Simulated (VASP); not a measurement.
Band structure of Ba$_{3}$SrO$_{4}$ (ordered alloy cell). These are PBEsol GGA, VASP's PBE PAW potentials (set 64) (plane waves; VASP 6.6.1) values and carry that method's errors.

Unless said otherwise, spin-orbit coupling is left out, though it shifts the bands of the heavy elements here.

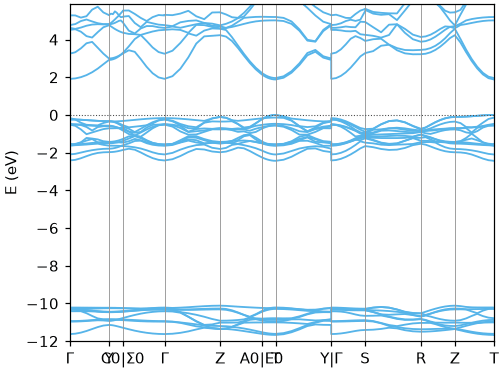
Bands along high-symmetry lines, zero at the valence-band maximum or, without a gap, the Fermi level

Read the plot: is there a gap, and where are the band edges?

The gap is direct, 1.88 eV, from the valence maximum at T to the conduction minimum at T. (Edges off the drawn lines would not show.)

The structure was generated: Ba3SrO4 was put into an ordered model structure (Cmmm), which need not be its known phase. It was relaxed first.
